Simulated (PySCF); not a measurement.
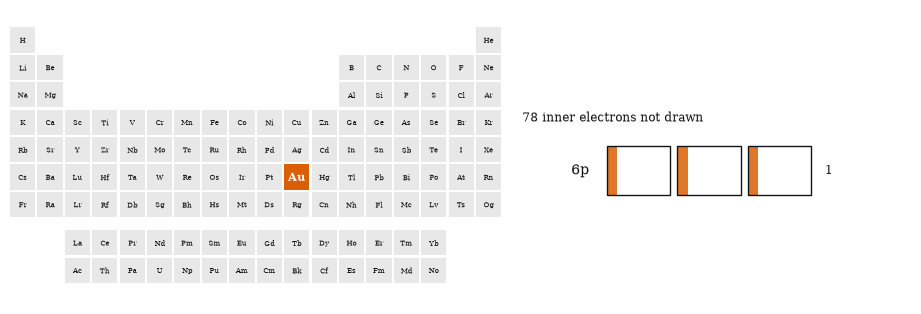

*Left, the place of gold in the periodic table; right, the outer shells of the nominal configuration: a box for each of the 2l + 1 orbitals, shaded by the share of the shell that is filled, with the electron count at the right.*

Run report: Au, atomic calculation

System: Au, configuration 1s2 2s2 2p6 3s2 3p6 3d10 4s2 4p6 4d10 4f14 5s2 5p6 5d10 6p1, multiplicity 2.
Method: unrestricted r2SCAN, jorge-DZP-DKH, spin-free X2C-1e, Gaussian nucleus (PySCF).

Key numbers:

```tsv
quantity	value
outcome	converged
total energy	−18981.1307 hartree
⟨S²⟩	1.457
⟨L²⟩	4.79
SCF iterations	13
hardware	1 CPU thread, shared host
CPU time	15 s (integrals apart)
```

Notes:

The driver held the occupations shell by shell, and empty s levels lie below the filled 6p. This is not the ground configuration of the species. ⟨S²⟩ is 1.46 where a pure state of this multiplicity has 0.75, so the determinant is spin-contaminated. ⟨L²⟩ departs from that of the intended term, so the determinant mixes terms. Caveats: populations left the configuration by 0.46 electrons.

The input:
```python
from pyscf import gto, scf, dft, mp, cc
import basis_set_exchange as bse
mol = gto.M(atom="Au 0 0 0", charge=0, spin=1, symmetry="D2h",
            basis=gto.basis.parse(bse.get_basis("jorge-DZP-DKH", elements=["Au"], fmt="nwchem")),
            nucmod="G")
mf = dft.UKS(mol, xc="R2SCAN").sfx2c1e()
mf.irrep_nelec = {'Ag': (11, 11), 'B1g': (3, 3), 'B2g': (3, 3), 'B3g': (3, 3), 'Au': (1, 1), 'B1u': (6, 6), 'B2u': (7, 6), 'B3u': (6, 6)}
mf.kernel()
```

The script is an equivalent of what the driver set up; the driver started from orbitals of its own, so the log can be shorter than this script's would be, and it computed the properties (radii, ⟨L²⟩, response) afterwards. It held the occupations shell by shell, which the script's counts by irreducible representation don't always enforce.

The program's output (extracts):
```
damping factor = 0
level_shift factor = 0
DIIS = <class 'pyscf.scf.diis.CDIIS'>
diis_start_cycle = 1
diis_space = 10
diis_damp = 0
SCF conv_tol = 1e-09
SCF conv_tol_grad = None
number electrons alpha = 40  beta = 39
XC functionals = R2SCAN
    J. W. Furness, A. D. Kaplan, J. Ning, J. P. Perdew, and J. Sun.,  J. Phys. Chem. Lett. 11, 8208-8215 (2020)
    J. W. Furness, A. D. Kaplan, J. Ning, J. P. Perdew, and J. Sun.,  J. Phys. Chem. Lett. 11, 9248-9248 (2020)
    J. W. Furness, A. D. Kaplan, J. Ning, J. P. Perdew, and J. Sun.,  J. Phys. Chem. Lett. 11, 8208-8215 (2020)
    J. W. Furness, A. D. Kaplan, J. Ning, J. P. Perdew, and J. Sun.,  J. Phys. Chem. Lett. 11, 9248-9248 (2020)
cycle= 1 E= -18981.1127885712  delta_E= -0.0118  |g|= 0.102  |ddm|= 0.778
cycle= 2 E= -18981.1144563916  delta_E= -0.00167  |g|= 0.119  |ddm|= 0.787
cycle= 3 E= -18981.1246995672  delta_E= -0.0102  |g|= 0.0393  |ddm|= 0.484
cycle= 4 E= -18981.1265504344  delta_E= -0.00185  |g|= 0.0471  |ddm|= 0.169
cycle= 5 E= -18981.1281601456  delta_E= -0.00161  |g|= 0.0309  |ddm|= 0.122
cycle= 6 E= -18981.1303103523  delta_E= -0.00215  |g|= 0.0234  |ddm|= 0.526
cycle= 7 E= -18981.13062807  delta_E= -0.000318  |g|= 0.00383  |ddm|= 0.0752
cycle= 8 E= -18981.1306437348  delta_E= -1.57e-05  |g|= 0.00287  |ddm|= 0.0356
cycle= 9 E= -18981.1306516153  delta_E= -7.88e-06  |g|= 0.000615  |ddm|= 0.0252
cycle= 10 E= -18981.1306517711  delta_E= -1.56e-07  |g|= 0.000107  |ddm|= 0.00129
cycle= 11 E= -18981.1306517861  delta_E= -1.5e-08  |g|= 7.9e-05  |ddm|= 0.00145
cycle= 12 E= -18981.1306517893  delta_E= -3.19e-09  |g|= 3.65e-06  |ddm|= 0.000266
cycle= 13 E= -18981.1306517893  delta_E= -7.28e-12  |g|= 1.59e-07  |ddm|= 2.12e-05
converged SCF energy = -18981.1306517893  <S^2> = 1.4570023  2S+1 = 2.613046
```

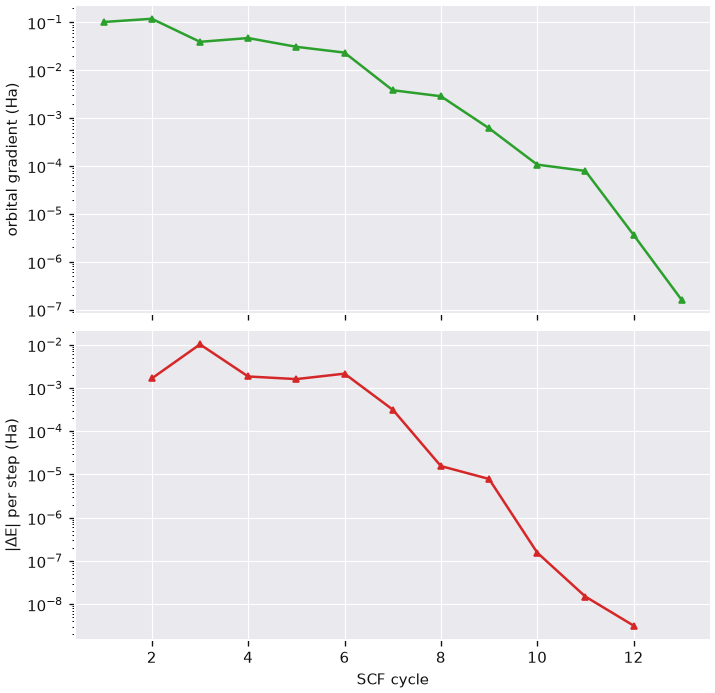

*Convergence: orbital gradient and change of the energy from step to step (the smallest changes aren't drawn) against the SCF cycle.*

The residual falls almost steadily, with no more than small rises or pauses. It goes from 0.10 to 1.6×10⁻⁷ in 13 steps.

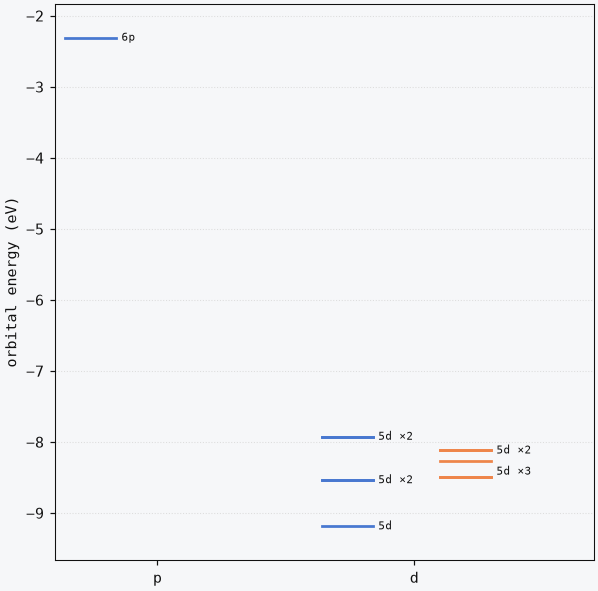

*Orbital energies of the mean field, from the top down to −9.19 eV, by angular momentum, α spin at the left of each column and β at the right; ×n counts the orbitals under one label. Empty levels that the record names by l alone aren't drawn.*

The highest filled orbital is 6p α at −2.31 eV, the lowest empty one s α at −7.16 eV.
